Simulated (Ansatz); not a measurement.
**How methods differ on B2NH2OF (SMILES OB1NB1F)**

B2NH2OF has 7 atoms, charge 0, and is taken as a singlet. SMILES: `OB1NB1F`. The shape was relaxed beforehand at PBE0/def2-SVP. This is one conformer, not always the lowest.

```xyz
7

O    -1.2817    0.1744    1.3139
B    -0.3832    0.1472    0.3120
N     0.6330   -0.7687   -0.0949
B     0.5859    0.3437   -0.9550
F     1.2521    0.7247   -2.0292
H    -1.8280    0.9660    1.2877
H     1.0831   -1.6553    0.1200
```

Each level gives the dissociation energy of the H6–O1 bond into doublet H and doublet B2NHOF (shapes relaxed at PBE0/def2-SVP, no zero-point term) (eV). The values are calculated.

```
             level                    kind  program  value (eV)  CPU time (all runs)
       HF/def2-SVP            Hartree–Fock   Ansatz        2.18                1.4 s
    SVWN5/def2-SVP                     LDA   Ansatz        3.97                  2 s
     BLYP/def2-SVP                     GGA   Ansatz        3.11                3.7 s
   r2SCAN/def2-SVP                meta-GGA   Ansatz        3.23                8.2 s
    B3LYP/def2-SVP           global hybrid   Ansatz        3.25                4.9 s
  PBE0-D4/def2-SVP           global hybrid   Ansatz        3.37                4.9 s
CAM-B3LYP/def2-SVP  range-separated hybrid   Ansatz        3.32                5.1 s
   B2PLYP/def2-SVP           double hybrid   Ansatz        3.15                6.6 s
  RPA@PBE/def2-SVP                     RPA   Ansatz        3.06                6.5 s
```

The values span 2.18 to 3.97 eV. Hartree–Fock misses the correlation of the electron pair that is broken and comes out low. Measured bond enthalpies also hold zero-point and thermal terms, a few tenths of an eV less. CPU times are rough (shared hosts, several kinds of processor and program).

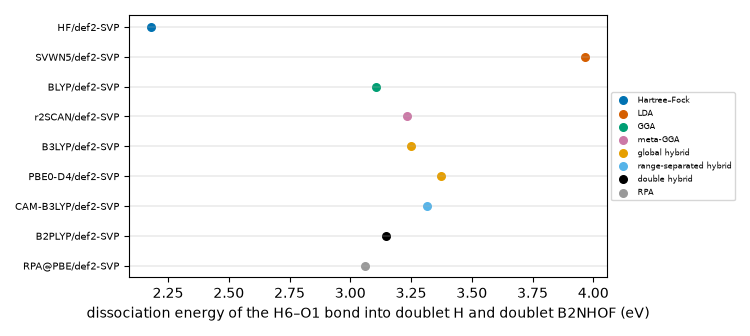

The values of the table, level by level.
